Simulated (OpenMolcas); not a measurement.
# CH6GeSi (SMILES [CH2]1[SiH2][GeH2]1): a chain of runs

Wanted: the energy (HF/ANO-R0), then a single-point energy (CASSCF(2,2)/ANO-R1), then an energy scan (CASPT2(2,2)/ANO-R1), then the energy along one coordinate (SC-NEVPT2(2,2)/ANO-R1), then the energy along one coordinate (MC-PDFT[tPBE](2,2)/ANO-R1) of CH6GeSi. 

The calculation is run with OpenMolcas 26.06.

## 1. The system as given

The species is CH6GeSi (9 atoms), meant as a singlet with charge 0. As SMILES, `[CH2]1[SiH2][GeH2]1`. The shape is that of a PBE0-D4/def2-TZVP optimisation.

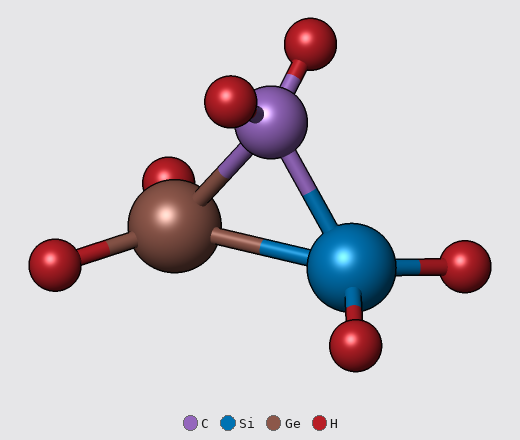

Viewed from a chosen angle; carbon purple, silicon blue, germanium brown, hydrogen red.

## 2. A single-point energy at HF/ANO-R0 (sfX2C) (run 1)

Input file geom.xyz:

```xyz
9

C     -0.726700     0.082100    -0.693700
Si     0.887500     0.879500    -0.151400
Ge    -0.040700    -0.948100     0.885700
H     -1.647500     0.636600    -0.532900
H     -0.737600    -0.453300    -1.639500
H      0.802100     2.227300     0.458900
H      2.050400     0.731400    -1.058000
H      0.399400    -2.377500     0.568600
H     -0.898400    -0.824300     2.145300
```

Input file step1.input:

```
>>> EXPORT MOLCAS_PRINT=2
&GATEWAY
Coord=geom.xyz
Basis=ANO-R0
Group=NoSym
&SEWARD
&SCF
PrOrbitals=0
&LOCALISATION
Occupied
Freeze
Pipek-Mezey
&LOCALISATION
FileOrb=$Project.LocOrb
Virtual
Pipek-Mezey
```

Launch:

```sh
$ export MOLCAS_MEM=1860
$ pymolcas step1.input > step1.log
```

The log of the run:

```text
--- Start Module: gateway ---
[...]
--- Stop Module: gateway /rc=_RC_ALL_IS_WELL_ ---
[...]
      Basis functions           38
[...]
       Convergence after  10 Iterations
[...]
::    Total SCF energy                              -2427.3941018794
[...]
      Total spin, S                                     0.0000000000
[...]
      Total electronic charge=   58.000000
      Total            charge=   -0.000000
[...]
      Dipole Moment (debye):
      Origin of the operator (angstrom)=    0.1090   -0.3715    0.4407
                   X= -6.8934E-01               Y=  1.4994E-01               Z= -7.1384E-01           Total=  1.0036E+00
      Quadrupole Moment (debye*angstrom):
[...]
--- Start Module: localisation ---
[...]
--- Stop Module: localisation /rc=_RC_ALL_IS_WELL_ ---
--- Start Module: localisation ---
[...]
--- Stop Module: localisation /rc=_RC_ALL_IS_WELL_ ---
[...]
```

Run time: 2.9 s. Hardware: 1 thread of Intel Xeon 6975P-C (Granite Rapids), shared host; peak memory 0.42 GiB.

## 3. A single-point energy at CASSCF(2,2)/ANO-R1 (sfX2C, RICD fitting) (run 2)

geom.xyz is that of step 2.

Input file step2.inp:

```
>>> EXPORT MOLCAS_PRINT=2

&GATEWAY
  Coord = geom.xyz
  Basis = ANO-R0
  Group = NoSym

&SEWARD

&RASSCF
  FileOrb = $CurrDir/step1.LocOrb
  Alter = 2
  1 21 29
  1 30 34
  Spin = 1
  Nactel = 2 0 0
  Inactive = 28
  Ras2 = 2
  OrbListing = Nothing
>>> COPY $Project.RunFile RUNFIL1
>>> COPY $Project.RasOrb INPORB

&GATEWAY
  Coord = geom.xyz
  Basis = ANO-R1
  Group = NoSym
  RICD

&SEWARD
>>> COPY $Project.RunFile RUNFIL2

&EXPBAS

&RASSCF
  FileOrb = $Project.ExpOrb
  Spin = 1
  Nactel = 2 0 0
  Inactive = 28
  Ras2 = 2
  OrbListing = Nothing
  OrbAppear = Compact
```

Launch:

```sh
$ export MOLCAS_MEM=1860
$ pymolcas step2.inp > step2.log
```

The log of the run:

```text
--- Start Module: gateway ---
[...]
--- Stop Module: gateway /rc=_RC_ALL_IS_WELL_ ---
[...]
      Basis functions           38
[...]
      Number of active orbitals                  2
[...]
      Spin quantum number                      0.0
[...]
      Active orbitals                            2
[...]
      Number of CSFs                             3
[...]
      Number of root(s) required                 1
[...]
      Convergence after 14 iterations
[...]
      printout of CI-coefficients larger than  0.05 for root  1
      energy=   -2427.404597
      conf/sym  11     Coeff  Weight
             1  20   0.99591 0.99184
             3  02  -0.09032 0.00816
      Natural orbitals and occupation numbers for root  1
      sym 1:   1.983683   0.016317
      ************************************************************************************************************************
      *                                                    Final results                                                     *
[...]
::    RASSCF root number  1 Total energy:  -2427.40459655
[...]
      Basis functions          101
[...]
--- Start Module: expbas ---
[...]
--- Stop Module: expbas /rc=_RC_ALL_IS_WELL_ ---
--- Start Module: rasscf ---
[...]
      Convergence after 14 iterations
[...]
      Natural orbitals and occupation numbers for root  1
      sym 1:   1.983853   0.016147
      ************************************************************************************************************************
      *                                                    Final results                                                     *
[...]
::    RASSCF root number  1 Total energy:  -2428.03973136
[...]
      Total electronic charge=   58.000000
      Total            charge=   -0.000000
[...]
      Dipole Moment (debye):
      Origin of the operator (angstrom)=    0.1090   -0.3715    0.4407
                   X= -7.3560E-02               Y=  1.4811E-01               Z= -2.3079E-01           Total=  2.8392E-01
      Quadrupole Moment (debye*angstrom):
[...]
--- Stop Module: rasscf /rc=_RC_ALL_IS_WELL_ ---
[...]
```

Wall time 13 s (1 thread of Intel Xeon 6975P-C (Granite Rapids), shared host); peak memory 0.42 GiB.

## 4. The energy along one coordinate at CASPT2(2,2)/ANO-R1 (sfX2C, RICD fitting, ipea shift 0.25 Eh, pt2 variant SS) (run 3)

Input file step3.inp:

```
>>> COPY $CurrDir/step2.RasOrb $Project.RasOrb
>>> ForEach K in (1, 2, 3, 4, 5, 6, 7, 8, 9)

&GATEWAY
  COORD=$CurrDir/point$K.xyz
  BASIS=ANO-R1
  GROUP=NoSym
  RICD

&SEWARD

&RASSCF
  FILEORB=$Project.RasOrb
  SPIN=1
  NACTEL=2 0 0
  INACTIVE=28
  RAS2=2
  ORBLISTING=Nothing
  ORBAPPEAR=Compact

&CASPT2
  IMAGINARY=0.2
  FROZEN=15
>>> EndDo
```

Launch:

```sh
$ export MOLCAS_MEM=1860
$ pymolcas step3.inp > step3.log
```

The log of the run:

```text
[...]
      Basis functions          101
[...]
      Number of active orbitals                  2
[...]
      Spin quantum number                      0.0
[...]
      Active orbitals                            2
[...]
      Number of CSFs                             3
[...]
      Number of root(s) required                 1
[...]
      Convergence after 10 iterations
[...]
      Natural orbitals and occupation numbers for root  1
      sym 1:   1.988766   0.011234
      ************************************************************************************************************************
      *                                                    Final results                                                     *
[...]
::    RASSCF root number  1 Total energy:  -2428.02827089
[...]
::    CASPT2 Root  1     Total energy:  -2428.74701834
[...]
      Convergence after 10 iterations
[...]
      Natural orbitals and occupation numbers for root  1
      sym 1:   1.983844   0.016156
      ************************************************************************************************************************
      *                                                    Final results                                                     *
[...]
      Convergence after 11 iterations
[...]
      Natural orbitals and occupation numbers for root  1
      sym 1:   1.857310   0.142690
      ************************************************************************************************************************
      *                                                    Final results                                                     *
[...]
      Convergence after 13 iterations
[...]
      Natural orbitals and occupation numbers for root  1
      sym 1:   1.721202   0.278798
      ************************************************************************************************************************
      *                                                    Final results                                                     *
[...]
      Convergence after 13 iterations
[...]
      Natural orbitals and occupation numbers for root  1
      sym 1:   1.488679   0.511321
      ************************************************************************************************************************
      *                                                    Final results                                                     *
[...]
::    RASSCF root number  1 Total energy:  -2427.88661711
[...]
::    CASPT2 Root  1     Total energy:  -2428.59427847
[...]
      Convergence after 12 iterations
[...]
::    RASSCF root number  1 Total energy:  -2427.87674621
[...]
::    CASPT2 Root  1     Total energy:  -2428.58248521
[...]
```

It took 91 s on 1 thread of Intel Xeon 6975P-C (Granite Rapids), shared host; peak memory 0.16 GiB.

The scan, from its lowest point:

```csv
H4–C1 (Å),energy (kJ/mol)
0.978,28.3
1.087,0.0
1.196,13.7
1.359,70.9
1.576,166.5
1.848,274.6
2.174,365.6
2.608,429.4
3.260,460.3
```

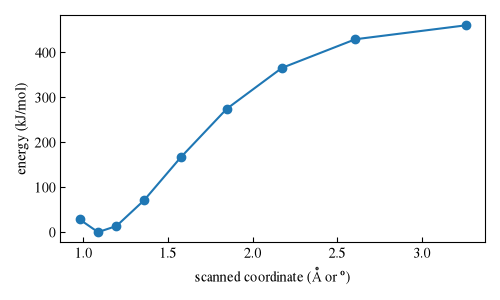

Energy along the scan.

## 5. The energy along one coordinate at SC-NEVPT2(2,2)/ANO-R1 (sfX2C, RICD fitting, pt2 variant SC-NEVPT2) (run 4)

Input file step4.inp:

```
>>> EXPORT MOLCAS_PRINT=2
>>> COPY $CurrDir/step2.RasOrb $Project.RasOrb
>>> ForEach K in (1, 2, 3, 4, 5, 6, 7, 8, 9)

&GATEWAY
  COORD=$CurrDir/point$K.xyz
  BASIS=ANO-R1
  GROUP=NoSym
  RICD

&SEWARD

&RASSCF
  FILEORB=$Project.RasOrb
  SPIN=1
  NACTEL=2 0 0
  INACTIVE=28
  RAS2=2
  ORBLISTING=Nothing
  ORBAPPEAR=Compact

&CASPT2
  SC-NEVPT2
  FROZEN=15
>>> EndDo
```

Launch:

```sh
$ export MOLCAS_MEM=1860
$ pymolcas step4.inp > step4.log
```

The log of the run:

```text
[...]
      Basis functions          101
[...]
      Number of active orbitals                  2
[...]
      Spin quantum number                      0.0
[...]
      Active orbitals                            2
[...]
      Number of CSFs                             3
[...]
      Number of root(s) required                 1
[...]
      Convergence after 10 iterations
[...]
      printout of CI-coefficients larger than  0.05 for root  1
      energy=   -2428.028271
      conf/sym  11     Coeff  Weight
             1  20   0.99719 0.99438
             3  02  -0.07495 0.00562
      Natural orbitals and occupation numbers for root  1
      sym 1:   1.988766   0.011234
      ************************************************************************************************************************
      *                                                    Final results                                                     *
[...]
::    RASSCF root number  1 Total energy:  -2428.02827089
[...]
      E2 (Variational):          -0.7150010797
[...]
::    SC-NEVPT2 Root  1     Total energy:  -2428.74322862
[...]
      Convergence after 10 iterations
[...]
      Natural orbitals and occupation numbers for root  1
      sym 1:   1.983844   0.016156
      ************************************************************************************************************************
      *                                                    Final results                                                     *
[...]
      Convergence after 11 iterations
[...]
      Natural orbitals and occupation numbers for root  1
      sym 1:   1.857310   0.142690
      ************************************************************************************************************************
      *                                                    Final results                                                     *
[...]
      Convergence after 13 iterations
[...]
      Natural orbitals and occupation numbers for root  1
      sym 1:   1.721202   0.278798
      ************************************************************************************************************************
      *                                                    Final results                                                     *
[...]
      Convergence after 13 iterations
[...]
::    RASSCF root number  1 Total energy:  -2427.88661711
[...]
::    SC-NEVPT2 Root  1     Total energy:  -2428.59101054
[...]
      Convergence after 12 iterations
[...]
::    RASSCF root number  1 Total energy:  -2427.87674621
[...]
      E2 (Variational):          -0.7028062900
[...]
      Reference weight:           0.84588
[...]
::    SC-NEVPT2 Root  1     Total energy:  -2428.57955250
[...]
```

Wall time 87 s (1 thread of Intel Xeon 6975P-C (Granite Rapids), shared host); peak memory 0.16 GiB.

The scan, from its lowest point:

```csv
H4–C1 (Å),energy (kJ/mol)
0.978,29.5
1.087,0.0
1.196,12.6
1.359,68.5
1.576,163.4
1.848,272.1
2.174,364.6
2.608,429.1
3.260,459.2
```

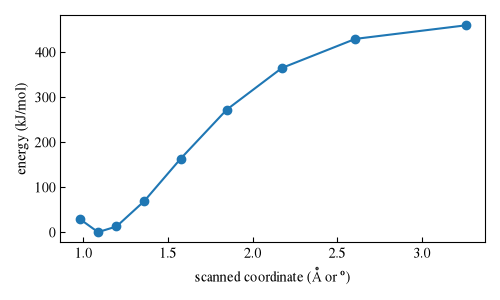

Energy along the scan.

## 6. The energy along one coordinate at MC-PDFT[tPBE](2,2)/ANO-R1 (sfX2C, RICD fitting) (run 5)

Input file step5.input:

```
>>> EXPORT MOLCAS_PRINT=2
>>> COPY $CurrDir/step2.RasOrb $Project.RasOrb
>>> ForEach K in (1, 2, 3, 4, 5, 6, 7, 8, 9)

&GATEWAY
 Coord=$CurrDir/point$K.xyz
 Basis=ANO-R1
 Group=NoSym
 RICD

&SEWARD

&RASSCF
 FileOrb=$Project.RasOrb
 Spin=1
 Nactel=2 0 0
 Inactive=28
 Ras2=2
 OrbListing=Nothing
 OrbAppear=Compact

&MCPDFT
 KSDFT=T:PBE
>>> EndDo
```

Launch:

```sh
$ export MOLCAS_MEM=1860
$ pymolcas step5.input > step5.log
```

The log of the run:

```text
--- Start Module: gateway ---
[...]
      Basis functions          101
[...]
      Number of active orbitals                  2
[...]
      Spin quantum number                      0.0
[...]
      Active orbitals                            2
[...]
      Number of CSFs                             3
[...]
      Number of root(s) required                 1
[...]
      Convergence after 10 iterations
[...]
      printout of CI-coefficients larger than  0.05 for root  1
      energy=   -2428.028271
      conf/sym  11     Coeff  Weight
             1  20   0.99719 0.99438
             3  02  -0.07495 0.00562
      Natural orbitals and occupation numbers for root  1
      sym 1:   1.988766   0.011234
      ************************************************************************************************************************
      *                                                    Final results                                                     *
[...]
::    RASSCF root number  1 Total energy:  -2428.02827089
[...]
::    MCPDFT root number  1 Total energy:  -2430.10792870
[...]
      Convergence after 10 iterations
[...]
      Natural orbitals and occupation numbers for root  1
      sym 1:   1.983844   0.016156
      ************************************************************************************************************************
      *                                                    Final results                                                     *
[...]
      Convergence after 11 iterations
[...]
      Natural orbitals and occupation numbers for root  1
      sym 1:   1.857310   0.142690
      ************************************************************************************************************************
      *                                                    Final results                                                     *
[...]
      Convergence after 13 iterations
[...]
      Natural orbitals and occupation numbers for root  1
      sym 1:   1.721202   0.278798
      ************************************************************************************************************************
      *                                                    Final results                                                     *
[...]
      Convergence after 13 iterations
[...]
::    RASSCF root number  1 Total energy:  -2427.88661711
[...]
::    MCPDFT root number  1 Total energy:  -2429.94761288
[...]
      Convergence after 12 iterations
[...]
::    RASSCF root number  1 Total energy:  -2427.87674621
[...]
      Total electronic charge=   58.000000
      Total            charge=   -0.000000
[...]
::    MCPDFT root number  1 Total energy:  -2429.93550662
[...]
```

Wall time 91 s (1 thread of Intel Xeon 6975P-C (Granite Rapids), shared host); peak memory 0.16 GiB.

The scan, from its lowest point:

```csv
H4–C1 (Å),energy (kJ/mol)
0.978,28.5
1.087,0.0
1.196,13.2
1.359,70.0
1.576,166.6
1.848,279.0
2.174,377.9
2.608,449.4
3.260,481.2
```

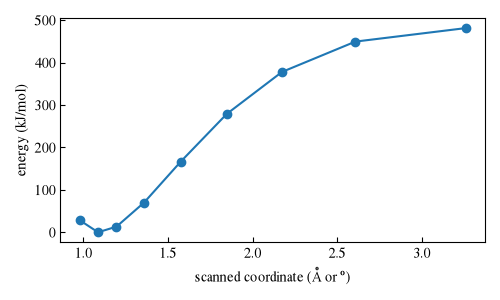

Energy along the scan.

## 7. Results

```
                                                   quantity           value
                             run 1, HF/ANO-R0: total energy  -2427.39410 Eh
                            run 1, HF/ANO-R0: dipole moment          1.00 D
                              run 1, HF/ANO-R0: HOMO energy       -10.75 eV
                              run 1, HF/ANO-R0: LUMO energy         1.16 eV
                            run 1, HF/ANO-R0: HOMO–LUMO gap        11.91 eV
                    run 2, CASSCF(2,2)/ANO-R1: total energy  -2428.03973 Eh
  run 2, CASSCF(2,2)/ANO-R1: dipole moment (CASSCF density)          0.28 D
       run 3, CASPT2(2,2)/ANO-R1: lowest energy of the scan  -2428.75782 Eh
    run 4, SC-NEVPT2(2,2)/ANO-R1: lowest energy of the scan  -2428.75446 Eh
run 5, MC-PDFT[tPBE](2,2)/ANO-R1: lowest energy of the scan  -2430.11879 Eh
```

Mulliken charges (run 1, HF/ANO-R0) run from -0.89 on C1 to +0.29 on H4; they depend strongly on the basis. Mulliken charges (run 2, CASSCF(2,2)/ANO-R1) run from -0.35 on C1 to +0.37 on Ge3.
